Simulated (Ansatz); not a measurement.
# Run report: SiH2O2, single-point calculation

SiH2O2, computed with RKS PBE0-D4/def2-TZVPP (Ansatz 0.2.0).

The geometry is a transition state. The geometry comes from this level: PBE0-D4/def2-TZVP.

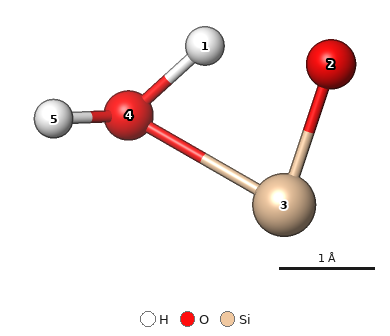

The structure as given in the input (ball-and-stick view, seen on its broad side; atoms are numbered from 1 in the order of the input).

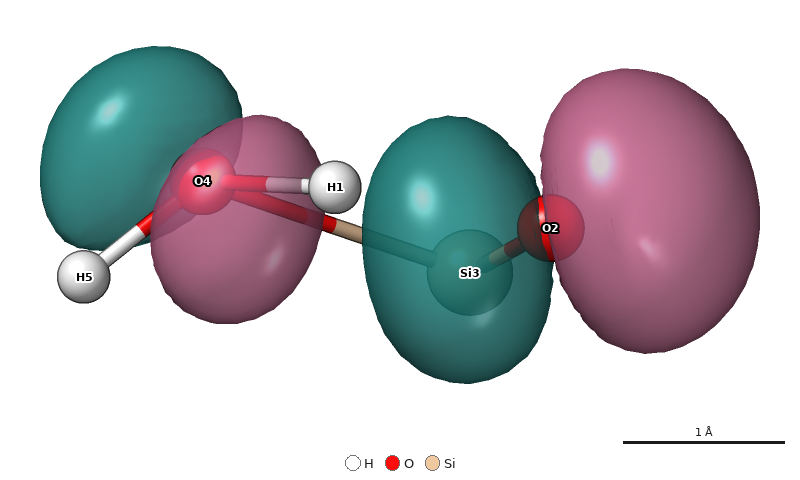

One frontier orbital at ±0.15 Å⁻³ᐟ² (teal and pink are the two phases), seen from the side. The HOMO−1, at −8.63 eV.

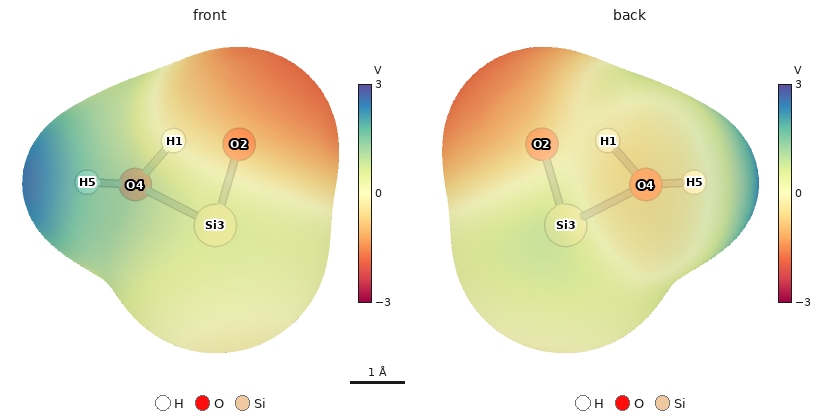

The molecular electrostatic potential painted on the density surface at 0.001 e/bohr³, seen at a tilt and from behind; red is negative and blue positive.

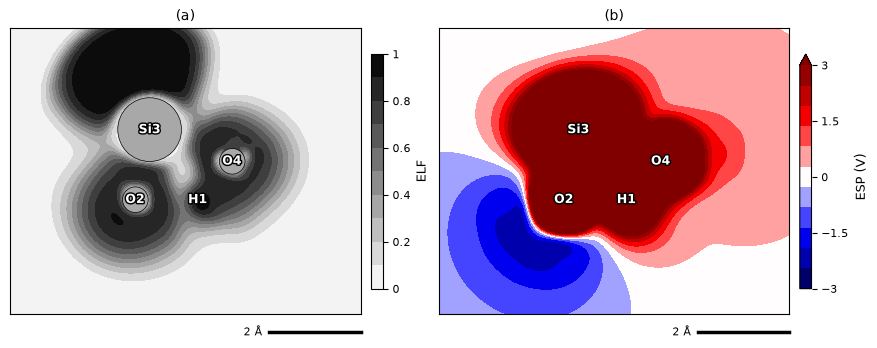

(a) ELF; (b) electrostatic potential on the plane of atoms O2, Si3 and O4. Grey discs, where drawn, cover atomic cores. The plane passes through H, O and Si nuclei. Si–O (1.57 Å): the ELF peaks at about 0.85 between the atoms, which marks a polar covalent bond.

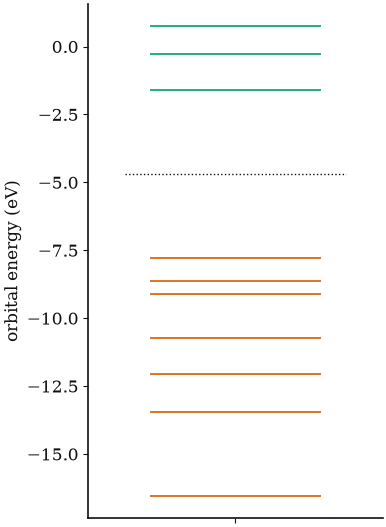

Orbital energies near the frontier; the dotted line parts filled from empty levels, and levels within 0.02 eV of each other stand side by side. Highest filled −7.79 eV, lowest empty −1.61 eV, 6.18 eV apart.

The input and output of the run follow.

**Input**
```yaml
crystal:
  periodic: [false, false, false]
  atoms:
    - {symbol: H, position_ang: [-0.375404, -0.012481, -0.564775]}
    - {symbol: O, position_ang: [-0.096067, -1.362547, -0.559679]}
    - {symbol: Si, position_ang: [0.452121, -0.927744, 0.846963]}
    - {symbol: O, position_ang: [-0.269052, 0.772753, 0.244076]}
    - {symbol: H, position_ang: [0.288502, 1.530119, 0.033415]}
basis:
  gaussian: {orbitals: def2-TZVPP}
hamiltonian: {xc: pbe0, dispersion: d4}
output: {orbitals: {seedname: orbitals}}
```

Command:
```bash
ansatz run in.yaml --threads 2 --pin off --events-out ev --progress --plain --max-ram 4352MiB
```

**Log**
```
Functional definition: PBE0
  name "PBE0"
  cite "Adamo & Barone, J. Chem. Phys. 110, 6158 (1999) doi:10.1063/1.478522"
  cite "Perdew, Burke & Ernzerhof, Phys. Rev. Lett. 77, 3865 (1996) doi:10.1103/PhysRevLett.77.3865"
  parent pbe
  parameter a = 0.25
  parameter kappa = 0.804
  parameter beta = 0.06672455060314922
  exchange = (1 - a)*pbe_x(kappa = kappa, mu = beta*pi^2/3) + a*exact_x
  correlation = pbe_c(beta = beta)
711 factors; their error is unknown
mean field evaluation 1: about -11989.4377 eV, gradient 7.4e1 eV
mean field evaluation 2: about -11930.1991 eV, gradient 1.7e2 eV
mean field evaluation 4: about -11998.1244 eV, gradient 1.8e1 eV
mean field evaluation 8: about -11998.6142 eV, gradient 1.6e-1 eV
mean field evaluation 16: about -11998.6395 eV, gradient 6.3e-5 eV
mean field -11998.63950425 eV, -440.9418688114 hartree, gradient 6.3e-5 eV, S^2 0.000000; 0 other end points of the search recorded, 0 dependent functions left out
reference -11998.63952587 eV, -440.9418696058 hartree; 16, 16 occupied and 116, 116 virtual orbitals, 711 factors
Total energy: -11998.69857176 eV, -440.9440395022 hartree
```

**Results in brief**

- outcome: converged
- total energy: −11998.6986 eV
- mean-field energy: −11998.6395 eV
- dispersion energy: −0.0590 eV
- SCF solution under orbital rotations: stable
- HOMO: −7.79 eV
- LUMO: −1.61 eV
- hardware: 2 threads of Arm Neoverse V1, 23 GiB of memory available, shared host
- wall time: 1.2 s (CPU time 2.3 s)
- peak memory: 0.19 GiB
